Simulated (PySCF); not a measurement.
# BGeH3BrO (SMILES [GeH3][O][B]Br): UBP86/aug-cc-pVDZ (density fitting)

What is the vertical doublet–quartet gap of BGeH3BrO at UBP86/aug-cc-pVDZ (density fitting)? Input form: a Python script.

The calculation is run with PySCF 2.14.0.

2 further runs of the same task are left out: 2 set aside as unsound or not needed.

## Step 1: The molecule

The species is BGeH3BrO (7 atoms), meant as a doublet with charge 0. SMILES: `[GeH3][O][B]Br`. Geometry: a GFN2-xTB relaxation, a rough one for these elements and not checked as a minimum. This is one conformer, not always the lowest.

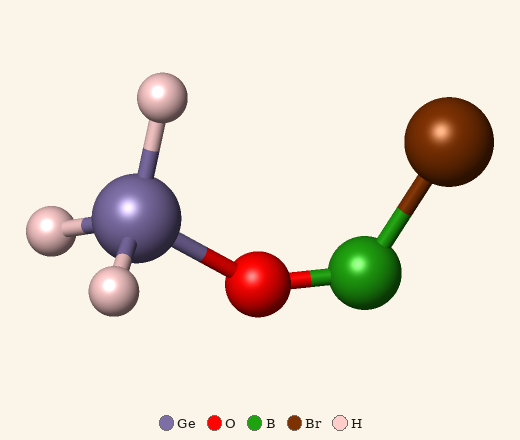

The structure, seen from a chosen angle (germanium purple, oxygen red, boron green, bromine brown, hydrogen pink).

## Step 2: A single-point energy at UBP86/aug-cc-pVDZ (density fitting)

File calc.py:

```python
from pyscf import gto, dft
from pyscf import df

mol = gto.M(
    atom=[
    ('Ge', (-0.148010, 1.004710, -0.009520)),
    ('O', (0.214360, -0.543490, 0.832390)),
    ('B', (0.374580, -1.820280, 0.675720)),
    ('Br', (0.218660, -2.689090, -1.023690)),
    ('H', (-0.581170, 0.737550, -1.423810)),
    ('H', (-1.227360, 1.566260, 0.858950)),
    ('H', (1.148930, 1.744340, 0.089960)),
],
    max_memory=1860,
    verbose=3,
    charge=0,
    basis='aug-cc-pvdz',
    spin=1,
)

mf = dft.UKS(mol)
mf.xc = 'bp86'
mf = mf.density_fit(auxbasis=df.aug_etb(mol, beta=2.0))
mf.conv_tol = 1e-10
mf.grids.level = 4
mf.kernel()
if not mf.converged:
    mf = mf.newton().run(mf.mo_coeff, mf.mo_occ)

e_final = mf.e_tot
print(f'total energy: {e_final:.8f} hartree')
```

Run with:

```
$ OMP_NUM_THREADS=1 python calc.py
```

What it wrote:

```text
WARN: HOMO -0.176708626641674 >= LUMO -0.176708626641671

converged SCF energy = -4753.54430062852  <S^2> = 0.75320456  2S+1 = 2.003202
total energy: -4753.54430063 hartree
```

Run time: 67 s. Hardware: 1 thread of Arm Neoverse V1, shared host; peak memory 0.58 GiB.

## Step 3: The quartet, same level

File geometry.xyz:

```xyz
7

Ge    -0.148010     1.004710    -0.009520
O      0.214360    -0.543490     0.832390
B      0.374580    -1.820280     0.675720
Br     0.218660    -2.689090    -1.023690
H     -0.581170     0.737550    -1.423810
H     -1.227360     1.566260     0.858950
H      1.148930     1.744340     0.089960
```

File calc.py:

```python
from pyscf import gto, dft
from pyscf import df

system = gto.M(
    atom='geometry.xyz',
    basis='aug-cc-pvdz',
    spin=3,
    verbose=3,
    max_memory=1860,
)

mf = dft.UKS(system, xc='bp86')
mf = mf.density_fit(auxbasis=df.aug_etb(system, beta=2.0))
mf.conv_tol = 1e-10
mf.grids.level = 4
mf.kernel()
if not mf.converged:
    mf = mf.newton().run(mf.mo_coeff, mf.mo_occ)

e_final = mf.e_tot
print('E(%s) = %.9f' % ('BP86', e_final))
```

Run with:

```
$ OMP_NUM_THREADS=1 python calc.py
```

What it wrote:

```text
WARN: HOMO -0.0860020632883156 >= LUMO -0.317482265367159

WARN: HOMO -0.0403145098771485 >= LUMO -0.0680220747374629

WARN: HOMO -0.071718078308312 >= LUMO -0.307334644535401

WARN: HOMO -0.0805307538548941 >= LUMO -0.217669036388083

WARN: HOMO -0.0637388628348527 >= LUMO -0.272995972928567

WARN: HOMO -0.056939681174049 >= LUMO -0.28835762498847

WARN: HOMO -0.0662601562085103 >= LUMO -0.296683649324263

WARN: HOMO -0.0672532456546127 >= LUMO -0.295942609421329

WARN: HOMO -0.0647961736952203 >= LUMO -0.294360557104549

WARN: HOMO -0.0636000372403407 >= LUMO -0.292511560010811

WARN: HOMO -0.0616869877185486 >= LUMO -0.290050098533535

WARN: HOMO -0.0620654689199251 >= LUMO -0.289747049316108

WARN: HOMO -0.0625385117791808 >= LUMO -0.289403633903074

WARN: HOMO -0.0627703570395513 >= LUMO -0.289181722386922

WARN: HOMO -0.063902942790063 >= LUMO -0.289744605439288

WARN: HOMO -0.0637695307358164 >= LUMO -0.289424596753587

WARN: HOMO -0.0636650580406766 >= LUMO -0.289345374044056

WARN: HOMO -0.0636219400586202 >= LUMO -0.289345759254966

WARN: HOMO -0.0636005233161794 >= LUMO -0.28932354227786

WARN: HOMO -0.0635945398330402 >= LUMO -0.289325512081347

WARN: HOMO -0.0635875806286634 >= LUMO -0.289313875412211

WARN: HOMO -0.0635812226106802 >= LUMO -0.289307872334475

WARN: HOMO -0.0635795371183789 >= LUMO -0.289306400449895

WARN: HOMO -0.0635777602816709 >= LUMO -0.289301354705015

WARN: HOMO -0.0635734268823183 >= LUMO -0.289295702909349

WARN: HOMO -0.0635746865455662 >= LUMO -0.289297114535196

WARN: HOMO -0.0635744473483881 >= LUMO -0.289297243834361

converged SCF energy = -4753.32327903372  <S^2> = 3.7539124  2S+1 = 4.0019557
E(BP86) = -4753.323279034
```

Wall time 2.2 min (1 thread of Arm Neoverse V1, shared host); peak memory 0.58 GiB.

## Step 4: What came out

Level: UBP86/aug-cc-pVDZ (density fitting).

| quantity | value |
| --- | --- |
| doublet: total energy | -4753.54430 Eh |
| doublet: dipole moment | 3.20 D |
| doublet: HOMO energy (highest over α and β) | -4.63 eV |
| doublet: LUMO energy (lowest over α and β) | -2.79 eV |
| doublet: ⟨S²⟩ | 0.753 |
| quartet: total energy | -4753.32328 Eh |
| quartet: dipole moment | 4.06 D |
| quartet: HOMO energy (highest over α and β) | -1.73 eV |
| quartet: ⟨S²⟩ | 3.754 |
| vertical energy of the quartet above the doublet | 6.014 eV |

At this shape the quartet lies 6.01 eV (580 kJ/mol) above the doublet. Mulliken charges (quartet) run from -0.64 on B3 to +0.31 on H6; in a basis this large or diffuse they mean little.
